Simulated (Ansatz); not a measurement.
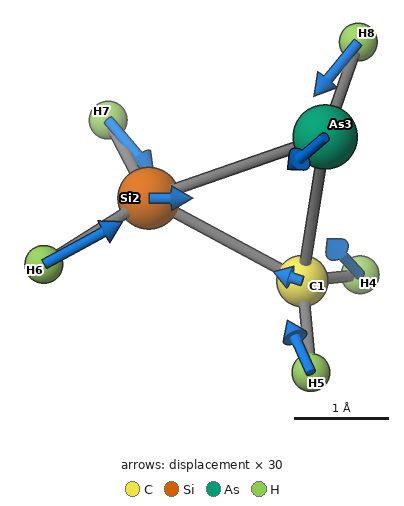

A relaxation of CH$_{5}$AsSi. The starting structure is drawn; blue arrows show the displacements, 30 times their true length. The two geometries are superimposed by the best rigid fit.

Style: ball-and-stick. Shown face on.

The start comes from PBE-D4/def2-SVP.

These are results of RKS PBE0-D4/def2-TZVP (Ansatz), not measurements. (force threshold 0.005 eV/Å; at most 150 steps)

What did the optimiser do to the structure, and how much energy did it gain?

Answer. Over 4 geometry steps the energy falls by 3.40 kJ/mol. The largest force component goes from 0.53 to 0.0048 eV/Å. H6 moves most after the best rigid fit: 0.032 Å. By element the largest moves are H 0.032 Å, As 0.024 Å, Si 0.016 Å, C 0.011 Å. Near-neighbour distances that change, for instance: Si2–As3 2.353 → 2.317 Å, C1–Si2 1.868 → 1.843 Å, C1–As3 2.067 → 2.046 Å, As3–H8 1.545 → 1.526 Å. Cost: 17 s on 2 threads of Arm Neoverse V2, on a shared host.
